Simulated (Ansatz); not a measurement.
Base system: ZrS2 in the CdI2 type structure (space group P-3m1, No. 164; a = 3.675 Å, c = 5.861 Å; layered, stacked along the Cartesian z axis). Axes: x lies along a and z along c of the hexagonal cell.

Perturbation: biaxial strain +0.55 %, plane normal [001], relaxed out of plane (Cartesian); in-plane vectors clamped, the third vector and the atoms free.

All numbers come from Ansatz (an electronic-structure program), r2SCAN+rVV10, PAW, cutoff 500 eV, scalar-relativistic without spin-orbit coupling, earlier PAW set.

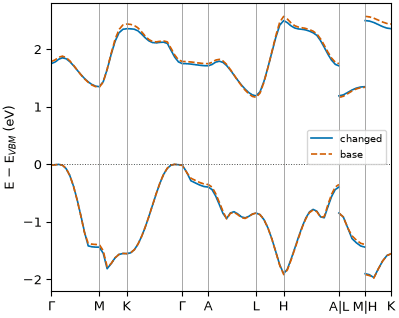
Figure: Highest valence and lowest conduction band along the path, each from its own valence-band maximum

Task: Read the changed gap and its character from the plot.

Result: About 1.2 eV, indirect, K–Γ (87 % along) → L.

No phonon test of stability was made.
